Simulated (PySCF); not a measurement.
# fluoroaluminate (AlF₄−): NMR shifts and electronic excitations in gas and solvents

Aim: compute the NMR shifts and electronic excitations of fluoroaluminate (AlF₄−) (`[F][Al-]([F])([F])[F]`), and see what a dielectric continuum does where one was used.

Programs: PySCF 2.14.0, with density-fitted response routines of our own. Each step states its level of theory. These are calculated values for one molecule, in the gas phase or a continuum, unless marked as measured. Atoms count from 0, in the outputs and in this text.

### Step 1. The molecule as given

5 atoms, charge -1, multiplicity 1; geometry from: GFN2-xTB. The atoms were then displaced at random by about 0.01 Å, so the start is not that level's minimum.

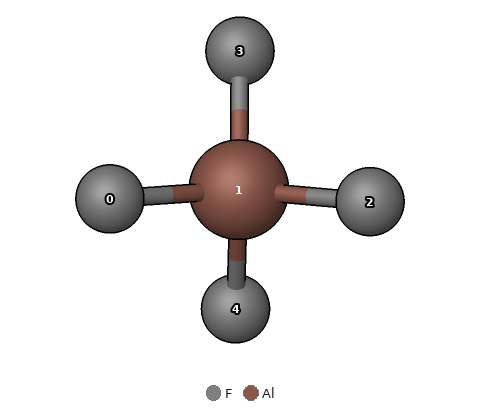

As it starts; fluorine grey, aluminium brown, atoms numbered; sticks join atoms by distance.

### Step 2. Optimising the geometry at PBE0-D3(BJ)/def2-SVP

The job: settings as JSON, then the geometry in Å.

```
{"job": {"xc": "PBE0", "basis": "def2-SVP", "d3": "d3bj", "grid": 1, "shake": 0.01, "kind": "geom"}, "charge": -1, "multiplicity": 1}
F      1.341850     0.826000     0.607750
Al    -0.003960    -0.003950    -0.005620
F      0.499670    -1.053660    -1.220170
F     -1.084670     1.084730    -0.647800
F     -0.719320    -0.887090     1.227950
```

Started as:

```bash
$ OMP_NUM_THREADS=1 python probes_run.py task.json out
```

The driver reads the jobs from task.json and runs them one after another.

What it wrote:

```text
step   0  E = -641.29836839  max force = 0.014181
step   1  E = -641.29913238  max force = 0.005557
step   2  E = -641.29928526  max force = 0.002470
step   3  E = -641.29930627  max force = 0.000251
step   4  E = -641.29930811  max force = 0.000372
optimisation converged
```

It took 6.1 s on 1 thread of AMD EPYC 7R43, shared host; peak memory 0.32 GiB.

The steps of the relaxation:

```tsv
step	energy from step 0 (eV)	largest force component (eV/Å)
0	0.0000	0.7292
1	-0.0208	0.2858
2	-0.0249	0.1270
3	-0.0255	0.0129
4	-0.0256	0.0191
```

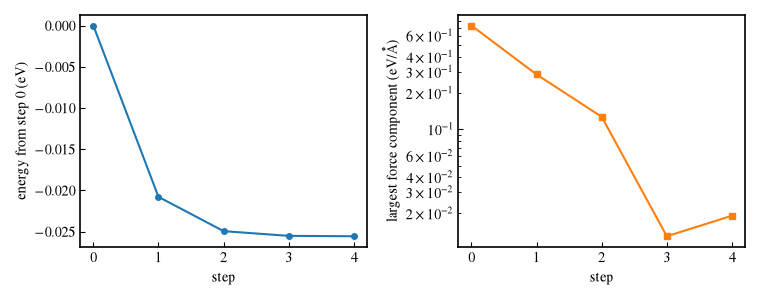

Energy and force, step by step.

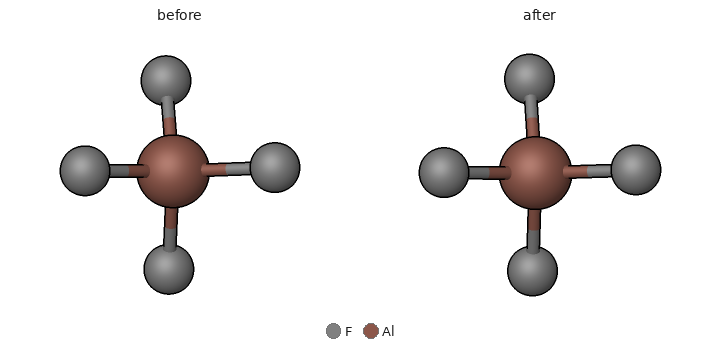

The geometry before (left) and after (right).

Distances of close pairs at the start and the end, largest changes first:

```tsv
bond	before (Å)	after (Å)	change (Å)
Al1–F3	1.663	1.696	+0.033
Al1–F4	1.677	1.697	+0.019
Al1–F2	1.682	1.697	+0.014
F0–Al1	1.696	1.697	+0.001
```

The next job starts from the end point, and lists it.

```tsv
at the end point	value
point group (found at 0.08 Å tolerance)	Td
rotational constants (GHz, main isotopes)	3.469, 3.464, 3.463
```

### Step 3. NMR shieldings: PBE0/pcSseg-1 in cyclohexane

The job: settings as JSON, then the geometry in Å.

```
{"job": {"kind": "nmr", "xc": "PBE0", "basis": "pcSseg-1", "solvent": "cyclohexane", "pop": true}, "charge": -1, "multiplicity": 1}
F      1.441232     0.816399     0.646395
Al     0.097075     0.009490    -0.003341
F      0.607513    -1.024826    -1.247691
F     -0.996387     1.146399    -0.627016
F     -0.663438    -0.899631     1.210725
```

With the program's defaults for keys left out, this is: GIAO PBE0/pcSseg-1 NMR shielding, non-relativistic, IEF-PCM cyclohexane.

What it wrote:

```text
coarse grid: 5968 points
cycle   1  E = -641.4765623952  dE = -7.341e-02  |g| = 1.128e+00  |ddm| = 2.022e+00
cycle   2  E = -641.3067007079  dE =  1.699e-01  |g| = 1.607e+00  |ddm| = 1.218e+00
cycle   3  E = -641.6668817599  dE = -3.602e-01  |g| = 1.476e-02  |ddm| = 7.218e-01
cycle   4  E = -641.6669069804  dE = -2.522e-05  |g| = 4.218e-03  |ddm| = 1.234e-02
cycle   5  E = -641.6669101771  dE = -3.197e-06  |g| = 6.552e-04  |ddm| = 3.643e-03
final grid: 58312 points
cycle   6  E = -641.7171071979  dE = -3.831e-05  |g| = 1.567e-03  |ddm| = 7.601e-03
cycle   7  E = -641.7171072633  dE = -6.540e-08  |g| = 1.296e-03  |ddm| = 1.233e-03
cycle   8  E = -641.7171074697  dE = -2.064e-07  |g| = 4.032e-04  |ddm| = 7.193e-04
cycle   9  E = -641.7171074910  dE = -2.128e-08  |g| = 3.646e-05  |ddm| = 1.631e-04
cycle  10  E = -641.7171074911  dE = -1.105e-10  |g| = 2.295e-05  |ddm| = 2.647e-05
converged SCF energy = -641.7171074911

GIAO shielding tensors (ppm)
atom      isotropic    diamagn.    paramagn.     s11        s22        s33       span
  0 F      387.141     472.915     -85.774    351.168    351.215    459.041    107.873
  1 Al     518.621     792.153    -273.532    518.499    518.611    518.753      0.254
  2 F      387.119     472.945     -85.826    351.174    351.183    458.999    107.825
  3 F      387.103     472.978     -85.875    351.159    351.167    458.984    107.826
  4 F      387.137     472.974     -85.838    351.161    351.220    459.030    107.869
```

Wall time 3.4 s (1 thread of AMD EPYC 7R43, shared host); peak memory 0.43 GiB.

Shifts follow as δ = σ(reference) − σ, with reference shieldings (ppm) from runs at the same level and on the same kind of geometry: 19F CFCl3 178.6, 27Al AlH4- 484.0. The references are single molecules in the same continuum, so shifts against H2O, NH3, PH3, H3PO4 or CFCl3 are not on the usual liquid scales and can be off by tens of ppm. Shifts against hydride references such as AlH4− lie on their own scale. Atoms listed in one row are averaged.

```tsv
atoms	environment	σ (ppm)	δ (ppm)
F0, F2, F3, F4	fluorine bonded to Al	387.1	-208.6
Al1	aluminium bonded to 4 F	518.6	-34.7
```

Charges from the same density, by scheme (e):

```tsv
atoms	Mulliken	IAO	Hirshfeld	ESP fit
F0, F2, F3, F4	-0.60	-0.63	-0.38	-0.58
Al1	1.41	1.50	0.52	1.34
```

Hirshfeld charges:

```tsv
atom	value (e)
F0	-0.38
Al1	0.52
F2	-0.38
F3	-0.38
F4	-0.38
```

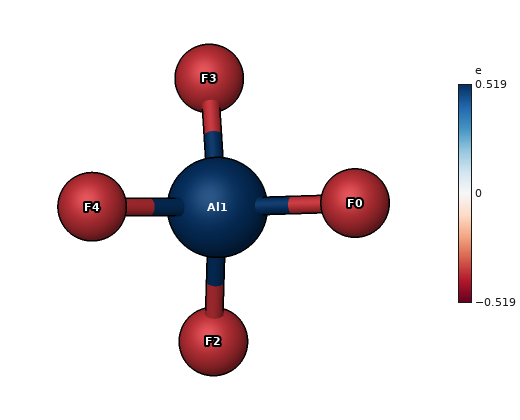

Hirshfeld charges, as colours on the atoms.

Mayer bond orders: F0–Al1 0.71, Al1–F2 0.71, Al1–F3 0.71, Al1–F4 0.71.

### Step 4. Nuclear shieldings: PBE0/pcSseg-1 in dimethylsulfoxide

The job: settings as JSON, then the geometry in Å.

```
{"job": {"kind": "nmr", "xc": "PBE0", "basis": "pcSseg-1", "solvent": "dimethylsulfoxide", "pop": false}, "charge": -1, "multiplicity": 1}
F      1.441232     0.816399     0.646395
Al     0.097075     0.009490    -0.003341
F      0.607513    -1.024826    -1.247691
F     -0.996387     1.146399    -0.627016
F     -0.663438    -0.899631     1.210725
```

With the program's defaults for keys left out, this is: GIAO PBE0/pcSseg-1 NMR shielding, non-relativistic, IEF-PCM dimethylsulfoxide.

What it wrote:

```text
coarse grid: 5968 points
cycle   1  E = -641.5204809339  dE = -1.169e-01  |g| = 1.129e+00  |ddm| = 2.021e+00
cycle   2  E = -641.3549309998  dE =  1.655e-01  |g| = 1.600e+00  |ddm| = 1.209e+00
cycle   3  E = -641.7107977434  dE = -3.559e-01  |g| = 1.432e-02  |ddm| = 7.122e-01
cycle   4  E = -641.7108209766  dE = -2.323e-05  |g| = 3.078e-03  |ddm| = 9.816e-03
cycle   5  E = -641.7108227133  dE = -1.737e-06  |g| = 5.191e-04  |ddm| = 2.692e-03
final grid: 58312 points
cycle   6  E = -641.7610174678  dE = -3.821e-05  |g| = 1.797e-03  |ddm| = 7.532e-03
cycle   7  E = -641.7610174670  dE =  8.133e-10  |g| = 1.677e-03  |ddm| = 1.439e-03
cycle   8  E = -641.7610178263  dE = -3.593e-07  |g| = 3.799e-04  |ddm| = 8.560e-04
cycle   9  E = -641.7610178448  dE = -1.856e-08  |g| = 3.785e-05  |ddm| = 1.501e-04
cycle  10  E = -641.7610178449  dE = -1.050e-10  |g| = 2.422e-05  |ddm| = 2.552e-05
converged SCF energy = -641.7610178449

GIAO shielding tensors (ppm)
atom      isotropic    diamagn.    paramagn.     s11        s22        s33       span
  0 F      388.054     472.956     -84.902    352.388    352.441    459.332    106.944
  1 Al     519.202     792.054    -272.853    519.073    519.187    519.346      0.273
  2 F      388.024     472.985     -84.961    352.390    352.396    459.286    106.897
  3 F      388.009     473.018     -85.009    352.373    352.382    459.272    106.899
  4 F      388.043     473.013     -84.970    352.375    352.428    459.328    106.953
```

It took 2.5 s on 1 thread of AMD EPYC 7R43, shared host; peak memory 0.43 GiB.

Key values: δ F0 -207.5, Al1 -39.4 ppm (means over like atoms).

### Step 5. TDDFT and polarisability: B3LYP/def2-SVPD

The job: settings as JSON, then the geometry in Å.

```
{"job": {"kind": "uv", "xc": "B3LYP", "basis": "def2-SVPD", "dynamic": true, "nstates": 6, "ntriplets": 0}, "charge": -1, "multiplicity": 1}
F      1.441232     0.816399     0.646395
Al     0.097075     0.009490    -0.003341
F      0.607513    -1.024826    -1.247691
F     -0.996387     1.146399    -0.627016
F     -0.663438    -0.899631     1.210725
```

Method: TDDFT B3LYP/def2-SVPD, vertical, gas phase, core orbitals frozen in the response.

What it wrote:

```text
coarse grid: 5968 points
cycle   1  E = -641.6023614088  dE = -2.847e-02  |g| = 1.087e+00  |ddm| = 2.318e+00
cycle   2  E = -641.2460447599  dE =  3.563e-01  |g| = 1.874e+00  |ddm| = 1.886e+00
cycle   3  E = -641.8033293860  dE = -5.573e-01  |g| = 1.134e-02  |ddm| = 1.103e+00
cycle   4  E = -641.8033503764  dE = -2.099e-05  |g| = 4.652e-03  |ddm| = 2.692e-02
cycle   5  E = -641.8033534883  dE = -3.112e-06  |g| = 1.106e-03  |ddm| = 3.603e-03
final grid: 58312 points
cycle   6  E = -641.8800593664  dE = -1.826e-05  |g| = 3.581e-03  |ddm| = 1.573e-02
cycle   7  E = -641.8800566817  dE =  2.685e-06  |g| = 5.495e-03  |ddm| = 4.674e-03
cycle   8  E = -641.8800613624  dE = -4.681e-06  |g| = 1.252e-04  |ddm| = 3.015e-03
cycle   9  E = -641.8800613642  dE = -1.837e-09  |g| = 6.445e-05  |ddm| = 1.228e-04
cycle  10  E = -641.8800613647  dE = -4.923e-10  |g| = 3.418e-05  |ddm| = 5.239e-05
cycle  11  E = -641.8800613649  dE = -1.883e-10  |g| = 1.540e-06  |ddm| = 2.086e-05
converged SCF energy = -641.8800613649

Static polarisability (au): isotropic 28.237, principal 28.228 28.238 28.244

Singlet excitations
state   eV       nm        f      main configurations
  1   8.0586    153.9   0.00000   H->L 0.98
  2   8.0603    153.8   0.00000   H-1->L 0.98
  3   8.0621    153.8   0.00000   H-2->L 0.98
  4   8.7383    141.9   0.11160   H-3->L 0.99
  5   8.7392    141.9   0.11161   H-4->L 0.99
  6   8.7404    141.9   0.11155   H-5->L 0.99
```

Run time: 4.8 s. Hardware: 1 thread of AMD EPYC 7R43, shared host; peak memory 0.49 GiB.

The orbitals next to the gap, with their largest atomic shares:

```tsv
orbital	eV	atoms
HOMO−3	-5.89	F0 26 %, F4 26 %, F2 22 %
HOMO−2	-5.27	F4 37 %, F0 36 %, F3 23 %
HOMO−1	-5.27	F4 37 %, F2 36 %, F3 20 %
HOMO	-5.27	F2 36 %, F0 32 %, F3 32 %
LUMO	3.67	Al1 88 %
LUMO+1	6.22	F4 38 %, Al1 24 %, F3 19 %
LUMO+2	6.23	F0 31 %, F3 25 %, Al1 24 %
```

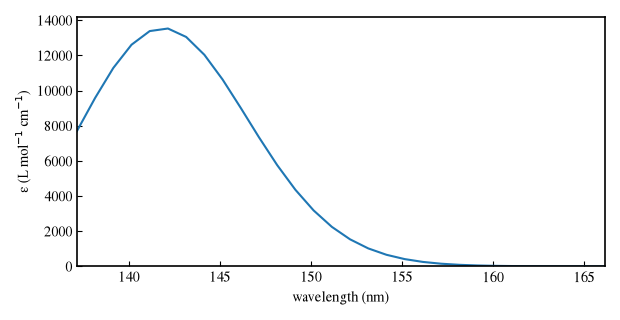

Absorption spectrum: each of the 6 states is a Gaussian band of 0.4 eV half-width at 1/e. Beyond the last state computed it falls off for lack of states.

Ground-state properties from the same run:

```tsv
property	computed
polarisability (Å³)	4.18
HOMO–LUMO gap (eV)	8.94
−ε(HOMO) (eV)	5.27
C6 with itself (au)	413
```

### Step 6. Excited states and response: B3LYP/def2-SVPD in cyclohexane

The job: settings as JSON, then the geometry in Å.

```
{"job": {"kind": "uv", "xc": "B3LYP", "basis": "def2-SVPD", "solvent": "cyclohexane", "nstates": 6, "ntriplets": 0}, "charge": -1, "multiplicity": 1}
F      1.441232     0.816399     0.646395
Al     0.097075     0.009490    -0.003341
F      0.607513    -1.024826    -1.247691
F     -0.996387     1.146399    -0.627016
F     -0.663438    -0.899631     1.210725
```

Method: TDDFT B3LYP/def2-SVPD, vertical, IEF-PCM cyclohexane (non-equilibrium linear response), core orbitals frozen in the response.

What it wrote:

```text
coarse grid: 5968 points
cycle   1  E = -641.6482120326  dE = -7.403e-02  |g| = 1.088e+00  |ddm| = 2.318e+00
cycle   2  E = -641.3008784156  dE =  3.473e-01  |g| = 1.859e+00  |ddm| = 1.909e+00
cycle   3  E = -641.8483072873  dE = -5.474e-01  |g| = 1.135e-02  |ddm| = 1.102e+00
cycle   4  E = -641.8483286115  dE = -2.132e-05  |g| = 4.578e-03  |ddm| = 2.622e-02
cycle   5  E = -641.8483316633  dE = -3.052e-06  |g| = 1.070e-03  |ddm| = 3.856e-03
final grid: 58312 points
cycle   6  E = -641.9250354681  dE = -1.830e-05  |g| = 3.550e-03  |ddm| = 1.552e-02
cycle   7  E = -641.9250329061  dE =  2.562e-06  |g| = 5.404e-03  |ddm| = 4.619e-03
cycle   8  E = -641.9250374243  dE = -4.518e-06  |g| = 1.257e-04  |ddm| = 2.991e-03
cycle   9  E = -641.9250374264  dE = -2.102e-09  |g| = 5.198e-05  |ddm| = 1.260e-04
cycle  10  E = -641.9250374267  dE = -2.576e-10  |g| = 3.450e-05  |ddm| = 4.745e-05
cycle  11  E = -641.9250374268  dE = -1.869e-10  |g| = 1.414e-06  |ddm| = 2.060e-05
converged SCF energy = -641.9250374268

Static polarisability (au): isotropic 29.756, principal 29.742 29.758 29.768

Singlet excitations
state   eV       nm        f      main configurations
  1   8.4886    146.1   0.00000   H->L 0.98
  2   8.4906    146.0   0.00000   H-1->L 0.97
  3   8.4920    146.0   0.00000   H-2->L 0.97
  4   9.1605    135.3   0.15814   H-3->L 0.98
  5   9.1615    135.3   0.15813   H-4->L 0.97
  6   9.1630    135.3   0.15817   H-5->L 0.97
```

It took 4.2 s on 1 thread of AMD EPYC 7R43, shared host; peak memory 0.51 GiB.

Key values: HOMO -7.71 eV, LUMO 1.72 eV; lowest singlet 8.49 eV.

### Step 7. Excited states and response: B3LYP/def2-SVPD in dimethylsulfoxide

The job: settings as JSON, then the geometry in Å.

```
{"job": {"kind": "uv", "xc": "B3LYP", "basis": "def2-SVPD", "solvent": "dimethylsulfoxide", "nstates": 6, "ntriplets": 0}, "charge": -1, "multiplicity": 1}
F      1.441232     0.816399     0.646395
Al     0.097075     0.009490    -0.003341
F      0.607513    -1.024826    -1.247691
F     -0.996387     1.146399    -0.627016
F     -0.663438    -0.899631     1.210725
```

Level: TDDFT B3LYP/def2-SVPD, vertical, IEF-PCM dimethylsulfoxide (non-equilibrium linear response), core orbitals frozen in the response.

What it wrote:

```text
coarse grid: 5968 points
cycle   1  E = -641.6916900165  dE = -1.171e-01  |g| = 1.089e+00  |ddm| = 2.318e+00
cycle   2  E = -641.3526417224  dE =  3.390e-01  |g| = 1.845e+00  |ddm| = 1.934e+00
cycle   3  E = -641.8911086346  dE = -5.385e-01  |g| = 1.194e-02  |ddm| = 1.103e+00
cycle   4  E = -641.8911331283  dE = -2.449e-05  |g| = 4.672e-03  |ddm| = 2.635e-02
cycle   5  E = -641.8911363590  dE = -3.231e-06  |g| = 1.035e-03  |ddm| = 4.511e-03
final grid: 58312 points
cycle   6  E = -641.9678378850  dE = -1.835e-05  |g| = 3.534e-03  |ddm| = 1.531e-02
cycle   7  E = -641.9678354214  dE =  2.464e-06  |g| = 5.337e-03  |ddm| = 4.583e-03
cycle   8  E = -641.9678398199  dE = -4.398e-06  |g| = 1.325e-04  |ddm| = 2.979e-03
cycle   9  E = -641.9678398224  dE = -2.451e-09  |g| = 4.779e-05  |ddm| = 1.377e-04
cycle  10  E = -641.9678398225  dE = -1.844e-10  |g| = 3.497e-05  |ddm| = 4.648e-05
cycle  11  E = -641.9678398227  dE = -1.910e-10  |g| = 1.243e-06  |ddm| = 2.104e-05
converged SCF energy = -641.9678398227

Static polarisability (au): isotropic 32.633, principal 32.622 32.634 32.642

Singlet excitations
state   eV       nm        f      main configurations
  1   8.8133    140.7   0.00000   H->L 0.98
  2   8.8146    140.7   0.00000   H-1->L 0.96
  3   8.8158    140.6   0.00000   H-2->L 0.97
  4   9.4917    130.6   0.18337   H-3->L 0.98
  5   9.4927    130.6   0.18338   H-4->L 0.97
  6   9.4942    130.6   0.18344   H-5->L 0.97
```

Run time: 4.2 s. Hardware: 1 thread of AMD EPYC 7R43, shared host; peak memory 0.5 GiB.

This run: HOMO -10.00 eV, LUMO -0.18 eV; lowest singlet 8.81 eV.

### Step 8. Comparing the runs: NMR shifts

Shifts (ppm), means over like atoms, with basis size and wall time:

```tsv
run	F0	Al1	functions	time
PBE0/pcSseg-1 in cyclohexane	-208.6	-34.7	92	3.4 s
PBE0/pcSseg-1 in dimethylsulfoxide	-207.5	-39.4	92	2.5 s
```

The continuum's effect on the ground state:

```tsv
solvent	ε	polarisation energy (Eh)
cyclohexane	2.02	-0.0463
dimethylsulfoxide	46.83	-0.0902
```

### Step 9. Run by run: electronic excitations

Excitations and ground-state properties, with basis size and wall time:

```tsv
run	lowest singlet (eV)	brightest (eV)	f	gap (eV)	α (Å³)	functions	time
B3LYP/def2-SVPD	8.06	8.74	0.112	8.94	4.18	116	4.8 s
B3LYP/def2-SVPD in cyclohexane	8.49	9.16	0.158	9.44	4.41	116	4.2 s
B3LYP/def2-SVPD in dimethylsulfoxide	8.81	9.49	0.183	9.82	4.84	116	4.2 s
```

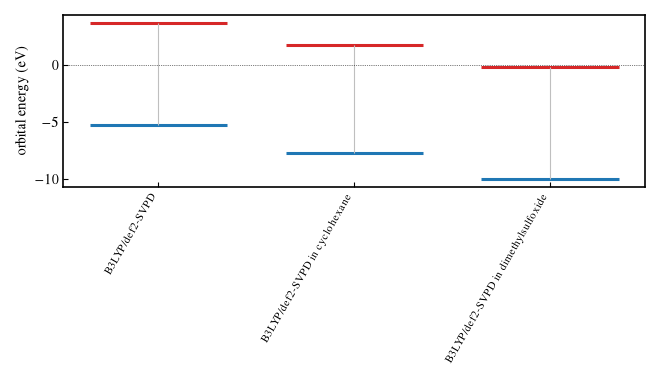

HOMO (blue) and LUMO (red) run by run.

The continuum's effect on the ground state:

```tsv
solvent	ε	polarisation energy (Eh)
cyclohexane	2.02	-0.0450
dimethylsulfoxide	46.83	-0.0879
```

### Step 10. Summary of results

| quantity | value |
| --- | --- |
| point group | Td |
| rotational constants (main isotopes) | 3.47, 3.46, 3.46 GHz |
| 19F shifts against CFCl3 (PBE0/pcSseg-1, cyclohexane, means over atoms taken as alike) | -208.6 ppm |
| 27Al shifts against AlH4- (PBE0/pcSseg-1, cyclohexane) | -34.7 ppm |
| lowest singlet (B3LYP/def2-SVPD) | 8.06 eV (154 nm), f = 0.000 |
| brightest single state of those computed | state 5, 8.74 eV, f = 0.112 |
| range of the shift of Al1 | -39.4 to -34.7 ppm |
| range of the lowest singlet | 8.06 to 8.81 eV |

The optimisation took 4 steps and gained 0.026 eV; among the close pairs (by a distance rule), Al1–F3 changed most, from 1.663 to 1.696 Å. At PBE0/pcSseg-1: Shielding is most anisotropic at F0, F2, F3, F4 (span 108 ppm, paramagnetic term -86 ppm). The first singlet state (HOMO→LUMO 0.98) lies at 8.06 eV and is dark; of the 6 states computed, the strongest absorption comes from states 4 to 6 together at 8.74 eV (the last computed, so partners may be missing). The lowest singlet lies above −ε(HOMO); no detachment energy was computed, so the anion's states may not be bound. Across the 2 runs the shift of Al1 moves most, between -39.4 (PBE0/pcSseg-1 in dimethylsulfoxide) and -34.7 ppm (PBE0/pcSseg-1 in cyclohexane). Most of that comes from the computed reference, not from the atom's own shielding. The continuum holds electrostatics alone: no hydrogen bonds to the solvent, and the gas-phase geometry is kept. The lowest singlet runs from 8.06 eV (B3LYP/def2-SVPD) to 8.81 eV (B3LYP/def2-SVPD in dimethylsulfoxide), while the orbital gap spans 8.94 to 9.82 eV. The lowest state need not be the same one in every run.
